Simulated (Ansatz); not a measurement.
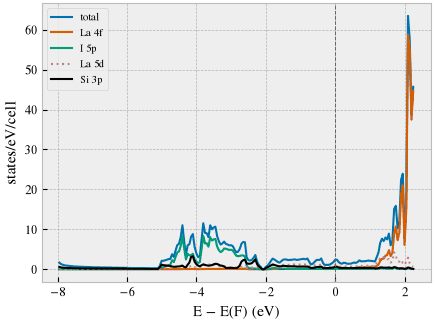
Figure: Total and projected density of states of LaSiI in space group P-3m1 (No. 164; La on 2c, Si on 2d, I on 2d), r²SCAN in the plane-wave PAW code Ansatz

### Question
Which orbitals carry the states next to the Fermi level?

### Answer
Within 0.5 eV of the Fermi level: La 5d 47 %, Si 3p 24 %, La 4f 12 %, Si 3s 7 %. Projections are on Löwdin-orthogonalised atomic valence shells; empty p or d shells of many metals are not among them.

### Question
Where is the tallest occupied peak in this window, and what makes it?

### Answer
Near -3.8 eV, about 12 states/eV per cell; the largest projected share is I 5p.

The first step of the workflow began from a Materials Project structure, measured or hypothetical; the Crystallography Open Database copy checked does not list it. Its standing as an ambient phase is unchecked. The r²SCAN relaxation kept the symmetry of its start; its stability against distortions is not shown here. A crystal of weakly bound layers computed without a dispersion correction: the cell and the soft elastic constants depend strongly on that. Spin–orbit coupling is left out wherever it is not named.

Potentials: the later of the program's two PAW sets.
